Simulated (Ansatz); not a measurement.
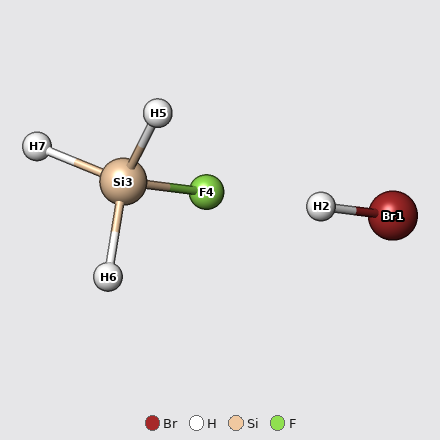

The system is the pair BrH···FH₃Si; the picture shows the reference structure. The turn is about an axis along (−0.45, −0.89, 0.11) in the frame of the relaxed pair, normal to the line between the partners. Coordinates scanned: (1) distance F4···Br1; (2) turn of Br1, H2 about F4. The grid has 15 × 15 points. Points are written as (first, second). Energies: cm⁻¹, counted from the two partners far apart, frozen as in the relaxed pair, each in its own basis (no counterpoise correction). These are results of RHF/def2-SVPD in Ansatz, not measurements.

Its coordinates:

```xyz
7

Br   -0.1651   -0.3878   -3.9105
H    -0.1071   -0.2484   -2.5070
Si    0.0572    0.1334    1.3456
F    -0.0135   -0.0270   -0.2748
H    -1.2796   -0.1846    1.8771
H     0.4350    1.5281    1.6329
H     1.0731   -0.8137    1.8368
```

Range: distance F4···Br1 from 3.072 to 5.072 Å; turn of Br1, H2 about F4 from −60.0 to 60.0°.

### What will the energy surface look like?

The lowest grid point is at (3.682 Å, 0.0°), −867 cm⁻¹ from the two partners far apart, frozen as in the relaxed pair, each in its own basis (no counterpoise correction). No other kind of well shows on this grid. The highest grid point, (3.072 Å, 60.0°), lies 1685 cm⁻¹ above the lowest. Round the minimum the two coordinates are nearly uncoupled.

```csv
"turn of Br1, H2 about F4 ↓, distance F4···Br1 →",3.072,3.121,3.203,3.303,3.418,3.545,3.682,3.830,3.985,4.149,4.320,4.499,4.683,4.875,5.072
60.0,818,501,98,−230,−454,−579,−624,−613,−572,−515,−454,−393,−336,−285,−241
51.4,648,341,−46,−358,−565,−673,−704,−682,−631,−567,−500,−433,−371,−315,−268
42.9,552,249,−132,−435,−634,−734,−757,−730,−675,−608,−537,−467,−400,−340,−289
34.3,492,191,−187,−486,−679,−775,−795,−766,−710,−641,−567,−493,−423,−359,−304
25.7,452,151,−225,−522,−712,−805,−824,−794,−738,−667,−591,−513,−439,−371,−314
17.1,422,121,−254,−548,−736,−828,−847,−817,−760,−687,−608,−526,−449,−379,−320
8.6,402,101,−273,−565,−752,−843,−861,−832,−774,−700,−618,−534,−455,−383,−323
0.0,394,94,−280,−572,−758,−848,−867,−837,−779,−705,−622,−537,−456,−384,−324
−8.6,401,101,−273,−566,−752,−843,−862,−832,−774,−700,−618,−534,−455,−383,−323
−17.1,421,120,−255,−549,−737,−829,−847,−818,−761,−688,−609,−527,−450,−380,−321
−25.7,450,149,−227,−524,−714,−807,−826,−796,−739,−669,−592,−514,−440,−373,−315
−34.3,490,189,−189,−488,−682,−777,−797,−767,−711,−643,−569,−495,−425,−361,−306
−42.9,549,246,−135,−438,−637,−736,−759,−731,−676,−609,−539,−468,−402,−342,−291
−51.4,643,337,−51,−362,−568,−676,−706,−683,−631,−567,−500,−433,−372,−316,−269
−60.0,801,486,85,−240,−461,−583,−626,−614,−571,−513,−451,−390,−333,−283,−240
```

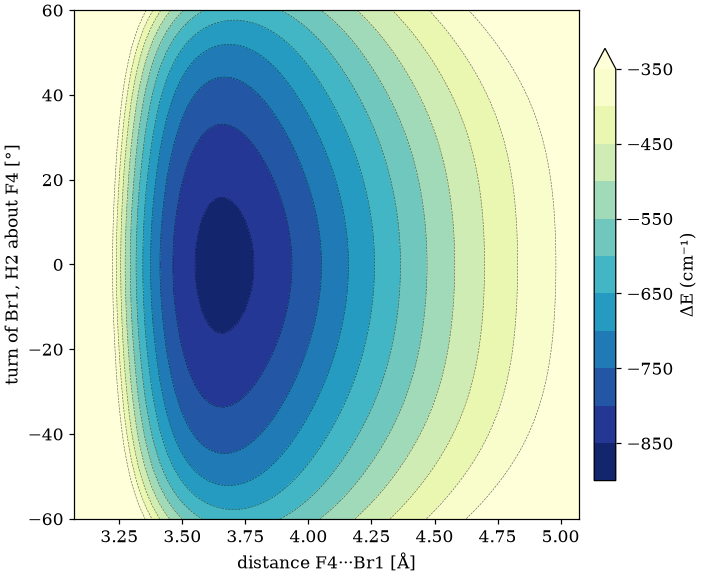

Drawn: filled contours, one colour for all values above the top of the scale. Between grid points the surface is interpolated.

Each point was launched as `ansatz run input.yaml --threads 1 --pin off --max-ram 2560MiB --backend cpu --events-out ev --progress --plain --runs-dir out`. Time for the 225 points that were run: 21 min on 1 thread of Arm Neoverse N1 (shared host).
